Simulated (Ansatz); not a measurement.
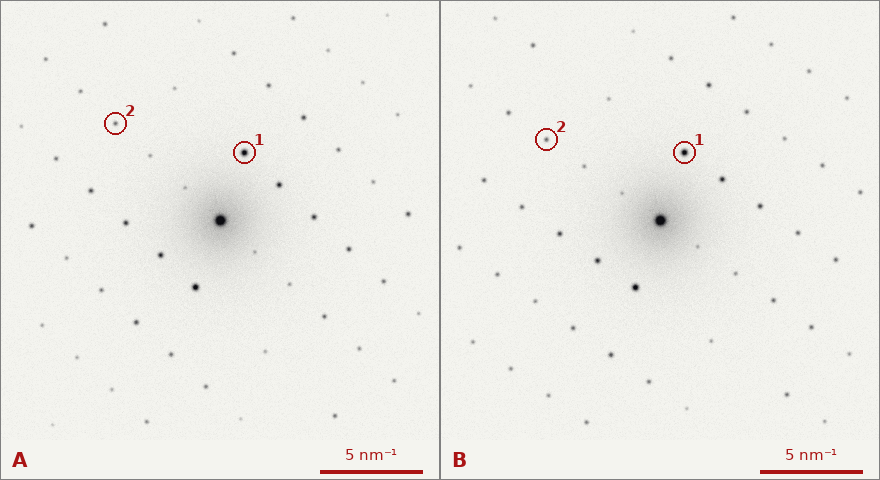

Kinematic electron diffraction patterns (300 kV, B = 0.5 Å², same scale) along [011] of the run's own cell, for the start and the end of one relaxation of LaCuSn3 with DFT, PAW plane waves, lda (Ansatz 0.2.0). k mesh 6×6×6. The start is a generated model structure, and the relaxation ends in the nearest stationary point of its symmetry, not necessarily the ground state. Spot 1 is -1 1 -1 and spot 2 is -3 0 0 in both.

Start structure:

```
CELL_PARAMETERS angstrom
0.00000 4.62230 0.00000
4.62230 0.00000 0.00000
2.31115 2.31115 -5.75921
ATOMIC_POSITIONS crystal
La 0.14860 0.14860 0.70280
Cu 0.51808 0.51808 0.96384
Sn 0.89842 0.39842 0.20316
Sn 0.39842 0.89842 0.20316
Sn 0.74440 0.74440 0.51120
```

### Which pattern belongs to the start structure, and which to the relaxed one?

A is the start: its cell gives d(1) = 2.843 Å, d(2) = 1.430 Å and an angle of 67.2°. B is the relaxed structure, with d(1) = 2.835 Å (-0.3 %), d(2) = 1.462 Å (+2.2 %) and 74.6°.

### Name reflections whose intensity changes strongly on relaxation.

4 0 0 goes from 3.5 to 8.3 % of the strongest spot; 2 -2 2 goes from 7.8 to 17 % of the strongest spot; 1 -2 2 goes from 16 to 9.1 % of the strongest spot.

### Summarise the relaxation behind the change.

The volume changed by -3.8 % to 23.67 Å³ an atom; with the mean shift removed, the atoms moved by up to 0.27 Å relative to the cell (Cu most); the space group stayed I4mm (No. 107); the free energy fell by 110 meV an atom. Relaxed cell: a = 4.893 Å, b = 4.893 Å, c = 6.033 Å, α = 66.08°, β = 66.08°, γ = 90.00°.
